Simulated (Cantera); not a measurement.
Input: 1 mol SiH2Cl2, a varied amount of N2, at 1050 K and 13.3 mbar.

Method: chemical equilibrium by Gibbs-energy minimisation in Cantera with the NASA 1993 tables (ideal gas, pure condensed phases). Candidate condensed phases: NH4Cl, Si, Si3N4; 28 gas species. N2 is the only nitrogen source here; it is nearly inert below about 1500 K, so the nitride shown seldom forms there in practice. The tables' values for SiCl3 are old estimates; treat these amounts as uncertain. Kinetics and transport are ignored.

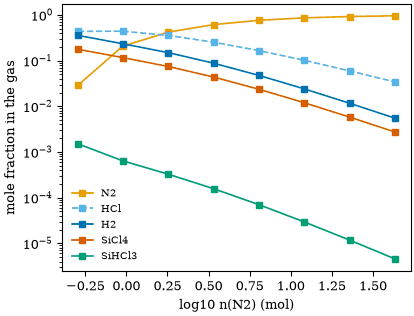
Figure: Equilibrium gas composition (values under 1e-9 drawn at 1e-9)

Read off the mole fractions at 0.95 mol N2.

HCl about 0.44, H2 about 0.23, N2 about 0.21, SiCl4 about 0.12, SiHCl3 about 0.00064.
